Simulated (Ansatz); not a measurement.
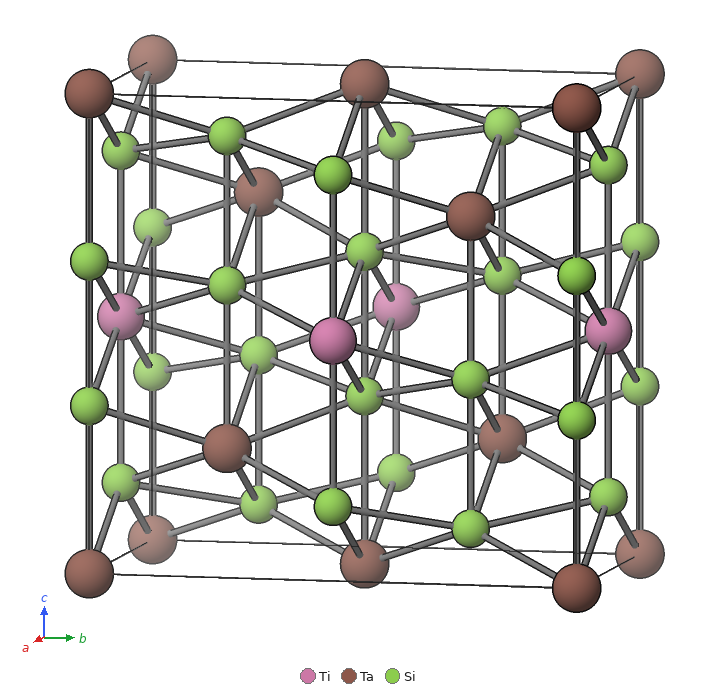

Figure: ball-and-stick view slightly off an axis. The conventional unit cell is drawn as a box.

Ta$_{3}$TiSi$_{8}$, space group C222 (No. 21), a = 4.800 Å, b = 8.682 Å, c = 8.392 Å, α = 90.00°, β = 90.00°, γ = 90.00°. The structure was taken from a structure type filled with these elements by a generator (whether the compound takes this form wasn't checked). Earlier steps of the study, as a rule a relaxation of our own, may have changed the cell and positions, so they can lie some per cent off the listed ones. It was run through Ansatz as a DFT input.

This one geometry was computed with Ansatz (DFT, plane waves, PAW) at three levels of theory: LDA, PBE and r2SCAN.

### Which level gives the highest pressure at this volume, and what does that say about its equilibrium volume?

Highest: PBE (0.0 GPa), which points to the largest equilibrium volume. Lowest, with the smallest volume: LDA (-7.7 GPa). Levels within 0.5 GPa of each other can't be told apart.

### How does the band gap change with the level of theory?

All levels give a metal.

### Collect the results in a table.

| level | cutoff (eV) | k-mesh of the run's cell | gap (eV) | pressure (GPa) |
| --- | --- | --- | --- | --- |
| LDA | 420 | 10×10×6 | metal | -7.7 |
| PBE | 420 | 10×10×6 | metal | 0.0 |
| r2SCAN | 500 | 10×10×6 | metal | -3.0 |

Gaps are taken on the k-mesh or band path of each run.
